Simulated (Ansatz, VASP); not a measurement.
# CaO (Lime) in two plane-wave programs, part 2 of 2

One calculation is typed for both programs; each brings its own data sets. How far apart do they land?  Valence electrons are named where the data sets of a main pair hold unlike numbers.

VASP 6.6.1 and Ansatz 0.2.0.

So far: Starting point; VASP: band structure, PBE-EpsX with an exact-exchange share of 0.264; Ansatz: band structure, PBE-EpsX with an exact-exchange share of 0.264.

## (4) Comparison

Known differences besides the potentials themselves: exact exchange at q = 0 is treated differently, which shows on coarse meshes; VASP keeps PBE cores, Ansatz makes them for the functional; the cutoff is 420 eV in Ansatz and 520 eV in VASP; VASP takes a coarser grid for exact exchange (PRECFOCK = Fast). Total energies have different zeros and are not compared.

Compared:

| quantity | Ansatz | VASP | difference |
| --- | --- | --- | --- |
| gap over the path points (eV) | 6.194 | 6.176 | +0.017 |

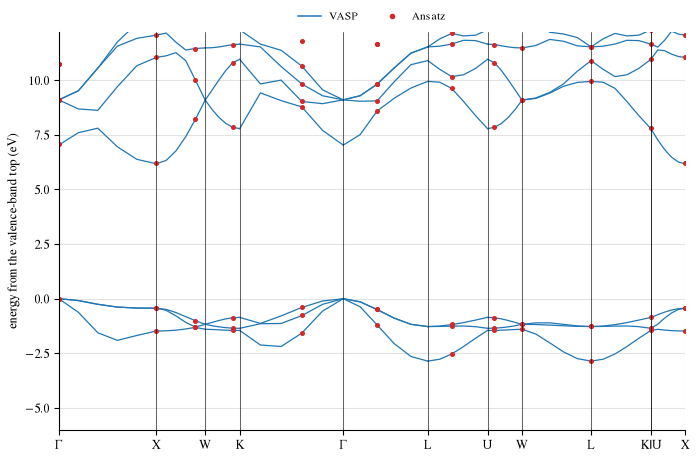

Bands from VASP (lines) and levels from Ansatz (dots). Dots without a line are higher empty bands that the VASP plot leaves out.

Levels at points of the path, from each program's valence-band top (eV; 3 filled, then empty):

| k (reciprocal lattice) | Ansatz | VASP |
| --- | --- | --- |
| 0.000 0.000 0.000 | 0.00 0.00 0.00 7.06 9.11 9.11 | 0.00 0.00 0.00 7.03 9.10 9.10 |
| 0.500 0.000 0.500 | -1.48 -0.43 -0.43 6.19 11.05 12.06 | -1.48 -0.43 -0.43 6.18 11.04 12.06 |
| 0.500 0.200 0.700 | -1.30 -1.30 -1.01 8.21 10.00 11.45 | -1.31 -1.30 -1.01 8.21 10.00 11.45 |
| 0.400 0.350 0.750 | -1.44 -1.35 -0.87 7.85 10.80 11.63 | -1.45 -1.35 -0.87 7.84 10.80 11.63 |
| 0.150 0.150 0.300 | -1.56 -0.76 -0.40 8.78 9.04 9.83 | -1.57 -0.77 -0.40 8.78 9.03 9.83 |
| 0.200 0.200 0.200 | -1.19 -0.49 -0.49 8.60 9.06 9.82 | -1.20 -0.49 -0.49 8.59 9.05 9.82 |
| 0.550 0.400 0.550 | -2.51 -1.24 -1.18 9.63 10.17 11.65 | -2.53 -1.25 -1.19 9.63 10.17 11.65 |
| 0.600 0.250 0.650 | -1.44 -1.35 -0.87 7.85 10.80 11.63 | -1.45 -1.35 -0.87 7.84 10.80 11.63 |
| 0.500 0.250 0.750 | -1.39 -1.17 -1.17 9.09 9.09 11.47 | -1.40 -1.17 -1.17 9.09 9.09 11.48 |
| 0.500 0.500 0.500 | -2.84 -1.26 -1.26 9.95 10.90 11.52 | -2.86 -1.28 -1.28 9.95 10.90 11.53 |

Among the levels compared at these points, filled levels agree within 19 meV and empty ones within 26 meV.

## (5) Ansatz: band structure, r2SCAN0

Levels along a path test the potential and the projectors away from the mesh points.

The input, input.yaml:

```yaml
crystal:
  lattice:
    - [0.0, 2.4065, 2.4065]
    - [2.4065, 0.0, 2.4065]
    - [2.4065, 2.4065, 0.0]
  atoms:
    - { symbol: Ca, position: [0.0, 0.0, 0.0] }
    - { symbol: O, position: [0.5, 0.5, 0.5] }
hamiltonian:
  xc: r2scan0
  pseudopotentials: { kind: paw }
kpoints:
  mp_grid: { grid: [5, 5, 5] }
  band_path:
    path:
      - [0.0, 0.0, 0.0]
      - [0.5, 0.0, 0.5]
      - [0.5, 0.2, 0.7]
      - [0.4, 0.35, 0.75]
      - [0.15, 0.15, 0.3]
      - [0.2, 0.2, 0.2]
      - [0.55, 0.4, 0.55]
      - [0.6, 0.25, 0.65]
      - [0.5, 0.25, 0.75]
      - [0.5, 0.5, 0.5]
      - [0.375, 0.375, 0.75]
      - [0.5, 0.0, 0.5]
    npoints: 1
scf:
  occupations: { method: gaussian, width: 0.02 }
  n_extra_bands: 7
output:
  forces: true
  stress: true
  eigenvalues: true
```

Started as:

```
$ ansatz run input.yaml --threads 4 --pin off --max-ram 9216MiB --backend cpu --events-out ev --progress --plain --runs-dir out
```

Numbers of over 12 decimals in the logs are rounded to 6 here.

Output:

```text
[...]
Crystal: 2 atoms, lattice volume = 27.873 Å³
Basis set: ecut = 500 eV, 725 PW (Γ), exchange–correlation on 100×100×100 points (64 copies of the dense FFT grid, shifted against one another)
Bands: 15, of which v1, the nominal top of the filled ones, is band 8 counted from 1 (7 counted from 0)
Symmetry: 48 space group operations
[...]
k-points: 10 of 125
[...]
--- Band table (eV; the first three rows and the last of 10) ---
  k-point 0: bands = [... 4 lower, -11.6952, 5.9490, 5.9490, 5.9490, 13.3411, 15.3221, 15.3221, 15.3221, ... 3 higher]
  k-point 1: bands = [... 4 lower, -11.0751, 4.7815, 5.4676, 5.4676, 14.8814, 15.2761, 16.0424, 16.0424, ... 3 higher]
  k-point 2: bands = [... 4 lower, -10.3606, 3.3553, 4.8004, 4.8004, 15.8629, 17.0064, 17.4727, 17.4727, ... 3 higher]
  k-point 9: bands = [... 4 lower, -10.8600, 4.2210, 4.8336, 4.9836, 14.5532, 16.3242, 17.8472, 18.7138, ... 3 higher]
[key lines of the parts left out:]
Free energy (F): -2393.453369 eV
Fermi energy:    9.263148 eV
P = ⅓ Tr σ = -2.4652 GPa (-24.652 kbar)
```

Run time: 9.6 s. Hardware: 4 threads of AMD EPYC 9R14 (Zen 4), shared host; peak memory 0.72 GiB; 34 s of CPU time.

## (6) VASP: band structure, r2SCAN0

The same cell, functional, mesh and smearing now go to VASP, with its own data sets.

The run reads the wave functions of an earlier VASP run, which isn't shown here.

The input, INCAR:

```
SYSTEM = CaO
PREC = Accurate
ENCUT = 520
EDIFF = 1E-06
NELM = 100
ISMEAR = 0
SIGMA = 0.02
LREAL = .FALSE.
ALGO = Normal
LHFCALC = .TRUE.
AEXX = 0.25
METAGGA = R2SCAN
LASPH = .TRUE.
NBANDS = 14
PRECFOCK = Fast
HFRCUT = -1
LORBIT = 11
LWAVE = .FALSE.
LCHARG = .FALSE.
KPAR = 4
```

The input, POSCAR:

```
CaO
1.0
    0.0000000000      2.4065000000      2.4065000000
    2.4065000000      0.0000000000      2.4065000000
    2.4065000000      2.4065000000      0.0000000000
Ca O
1 1
Direct
    0.0000000000      0.0000000000      0.0000000000
    0.5000000000      0.5000000000      0.5000000000
```

The input, KPOINTS:

```
Automatic mesh
0
Gamma
5 5 5
0 0 0
```

The input, KPOINTS_OPT:

```
Line mode
6
Line-mode
Reciprocal
  0.00000000   0.00000000   0.00000000 GAMMA
  0.50000000   0.00000000   0.50000000 X

  0.50000000   0.00000000   0.50000000 X
  0.50000000   0.25000000   0.75000000 W

  0.50000000   0.25000000   0.75000000 W
  0.37500000   0.37500000   0.75000000 K

  0.37500000   0.37500000   0.75000000 K
  0.00000000   0.00000000   0.00000000 GAMMA

  0.00000000   0.00000000   0.00000000 GAMMA
  0.50000000   0.50000000   0.50000000 L

  0.50000000   0.50000000   0.50000000 L
  0.62500000   0.25000000   0.62500000 U

  0.62500000   0.25000000   0.62500000 U
  0.50000000   0.25000000   0.75000000 W

  0.50000000   0.25000000   0.75000000 W
  0.50000000   0.50000000   0.50000000 L

  0.50000000   0.50000000   0.50000000 L
  0.37500000   0.37500000   0.75000000 K

  0.62500000   0.25000000   0.62500000 U
  0.50000000   0.00000000   0.50000000 X
```

The projector-augmented-wave data sets are Ca_sv and O (PBE family, release 64).

Started as:

```
$ mpirun -np 4 vasp_std
```

Output:

```text
[banner, memory and clock lines left out]
running    4 mpi-ranks, on    1 nodes
[...]
|                                                                             |
|               ----> ADVICE to this user running VASP <----                  |
|                                                                             |
|     You enforced a specific xc type in the INCAR file but a different       |
|     [... a line on the potential file left out ...]
|     I HOPE YOU KNOW WHAT YOU ARE DOING!                                     |
|                                                                             |

 LDA part: xc-table for (None), standard interpolation
 found WAVECAR, reading the header
 POSCAR, INCAR and KPOINTS ok, starting setup
[...]
HFRCUT set to (new)   9.404513
 reading WAVECAR
 the WAVECAR file was read successfully
 initial charge from wavefunction
 entering main loop
       N       E                     dE             d eps       ncg     rms          rms(c)
[...]
DAV:   9    -0.204694131488E+02    0.11427E-05   -0.22690E-06   280   0.160E-02    0.103E-02
DAV:  10    -0.204694130191E+02    0.12978E-06   -0.77019E-07   140   0.930E-03
   1 F= -.20469413E+02 E0= -.20469413E+02  d E =-.291887E-16
 Start KPOINTS_OPT (optional k-point list driver)
k-point batch [1-10\60]
       N       E                     dE             ncg
DAV:   1    -0.769414748605E+03   -0.53882E+04      280
DAV:   2    -0.222934868373E+04   -0.14599E+04      322
DAV:   3    -0.231249688087E+04   -0.83148E+02      316
DAV:   4    -0.231547859059E+04   -0.29817E+01      438
DAV:   5    -0.231553921647E+04   -0.60626E-01      364
DAV:   6    -0.231554057914E+04   -0.13627E-02      444
DAV:   7    -0.231554063419E+04   -0.55049E-04      320
DAV:   8    -0.231554063489E+04   -0.70472E-06      264
[...]
k-point batch [51-60\60]
       N       E                     dE             ncg
DAV:   1    -0.803280377250E+03   -0.75472E+04      280
DAV:   2    -0.225738669579E+04   -0.14541E+04      304
DAV:   3    -0.233999335075E+04   -0.82607E+02      352
DAV:   4    -0.234281272828E+04   -0.28194E+01      468
DAV:   5    -0.234288089966E+04   -0.68171E-01      400
DAV:   6    -0.234288228967E+04   -0.13900E-02      468
DAV:   7    -0.234288234913E+04   -0.59462E-04      396
DAV:   8    -0.234288234999E+04   -0.85533E-06      344
```

Parts of OUTCAR (step 6):

```text
 POSITION                                       TOTAL-FORCE (eV/Angst)
 -----------------------------------------------------------------------------------
      0.00000      0.00000      0.00000        -0.000000      0.000000     -0.000000
      2.40650      2.40650      2.40650         0.000000     -0.000000      0.000000
 -----------------------------------------------------------------------------------
    total drift:                                0.000000     -0.000000     -0.000000

  FREE ENERGIE OF THE ION-ELECTRON SYSTEM (eV)
  ---------------------------------------------------
  free  energy   TOTEN  =       -20.4694130191 eV

  energy  without entropy=      -20.4694130191  energy(sigma->0) =      -20.46941302

[... 2 parts as in an earlier step ...]

[... 1 further part left out ...]
[key lines of the parts left out:]
E-fermi :   0.7475
```

## (7) Differences

What differs besides the data sets and the points named for the pairs above, as far as they apply: the cutoff is 500 eV in Ansatz and 520 eV in VASP; in our runs with r2SCAN, forces from VASP's data set Ca_sv part from Ansatz's all-electron ones, so neither program is the reference here. Total energies have different zeros and are not compared.

Both answers:

| quantity | Ansatz | VASP | difference |
| --- | --- | --- | --- |
| gap over the path points (eV) | 6.426 | 6.414 | +0.012 |

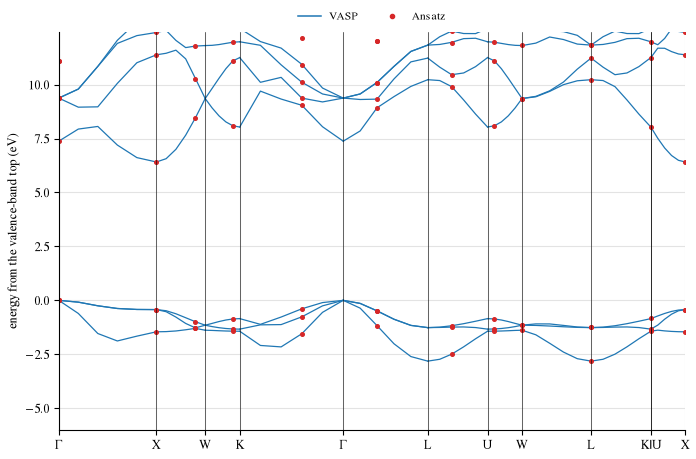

Bands from VASP (lines) and levels from Ansatz (dots). Dots without a line are higher empty bands that the VASP plot leaves out.

Levels at points of the path, from each program's valence-band top (eV; 3 filled, then empty):

| k (reciprocal lattice) | Ansatz | VASP |
| --- | --- | --- |
| 0.000 0.000 0.000 | 0.00 0.00 0.00 7.39 9.37 9.37 | 0.00 0.00 0.00 7.38 9.38 9.38 |
| 0.500 0.000 0.500 | -1.47 -0.43 -0.43 6.43 11.39 12.42 | -1.46 -0.43 -0.43 6.41 11.38 12.42 |
| 0.500 0.200 0.700 | -1.29 -1.28 -0.99 8.46 10.28 11.79 | -1.30 -1.28 -0.99 8.46 10.28 11.79 |
| 0.400 0.350 0.750 | -1.42 -1.33 -0.86 8.10 11.09 11.97 | -1.43 -1.33 -0.86 8.09 11.10 11.96 |
| 0.150 0.150 0.300 | -1.54 -0.76 -0.39 9.04 9.38 10.10 | -1.55 -0.77 -0.39 9.04 9.38 10.11 |
| 0.200 0.200 0.200 | -1.17 -0.48 -0.48 8.93 9.33 10.09 | -1.17 -0.49 -0.49 8.93 9.33 10.10 |
| 0.550 0.400 0.550 | -2.48 -1.23 -1.17 9.90 10.46 11.94 | -2.49 -1.24 -1.18 9.91 10.46 11.96 |
| 0.600 0.250 0.650 | -1.42 -1.33 -0.86 8.10 11.09 11.97 | -1.43 -1.33 -0.86 8.09 11.10 11.96 |
| 0.500 0.250 0.750 | -1.38 -1.16 -1.16 9.35 9.35 11.82 | -1.39 -1.15 -1.15 9.36 9.36 11.81 |
| 0.500 0.500 0.500 | -2.81 -1.25 -1.25 10.23 11.23 11.81 | -2.82 -1.26 -1.26 10.23 11.23 11.83 |

Among the levels compared at these points, filled levels agree within 12 meV and empty ones within 18 meV.

## (8) Summary of results

```yaml
largest_difference_of_a_filled_level_at_the_path_points_band_structure_pbe_epsx_with_an_exact_exchange_share_of_0p264: 19 meV
largest_difference_of_a_filled_level_at_the_path_points_band_structure_r2scan0: 12 meV
```

The largest difference of a filled level at the path points is 19 meV (band structure, PBE-EpsX with an exact-exchange share of 0.264), within the 80 meV picked in this series as the mark of a large difference. Such differences can come from data sets, numerical settings and the points named under the comparisons, not from the functional's error against experiment.

[Lines on the potential files, build, host, timing and source positions are cut from VASP's logs without a mark.]

[Logs are printed without paths, hosts, clocks, repeated set-up lines and the standing remarks that a program may print on its own settings, such as how far it seeks lower states.]

[Hosts, paths, dates, database ids (printed as entryN), source tags and the programs' standing remarks are cut or masked in the printed files.]
